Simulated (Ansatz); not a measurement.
BClF2 (chlorodifluoroborane): the energy, rung by rung

BClF2 has 4 atoms, charge 0, and is taken as a singlet. SMILES: `FB(F)Cl`. The coordinates come from a PBE0-D4/def2-TZVP relaxation.

```xyz
4

F    -0.1737   -1.2543   -0.5463
B    -0.0671   -0.0413   -0.0620
F    -1.0116    0.8301   -0.3177
Cl    1.3079    0.4053    0.9057
```

Quantity: the energy change with the F1–B2 bond stretched from 1.310 to 1.966 Å, in eV. The values are calculated.

```csv
level,kind,program,value (eV)
HF/STO-3G (restricted),Hartree–Fock,Ansatz,5.10
SVWN5/STO-3G (restricted),LDA,Ansatz,4.24
PBE/STO-3G (restricted),GGA,Ansatz,3.83
revPBE/STO-3G (restricted),GGA,Ansatz,3.69
r2SCAN/STO-3G (restricted),meta-GGA,Ansatz,4.10
BHLYP/STO-3G (restricted),global hybrid,Ansatz,4.61
HSE06/STO-3G (restricted),range-separated hybrid,Ansatz,4.30
B2PLYP/STO-3G (restricted),double hybrid,Ansatz,4.27
RPA@PBE/STO-3G (restricted),RPA,Ansatz,3.70
BCCD(T)/STO-3G (restricted),coupled cluster or CI,Ansatz,3.82
```

The first shape isn't each level's own minimum. The values span 3.69 to 5.10 eV. All rows use very small basis sets, so even the best lies far from the true value.

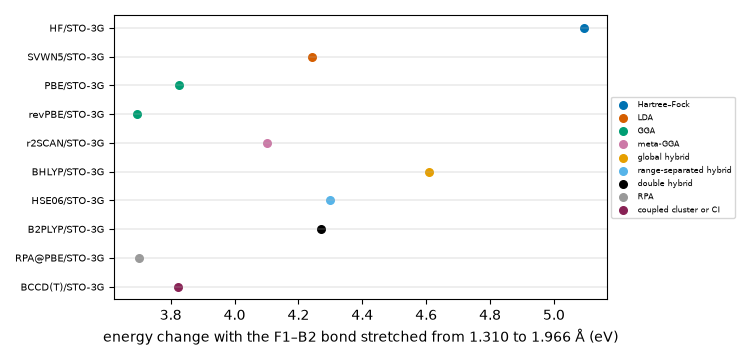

The values of the table, level by level.
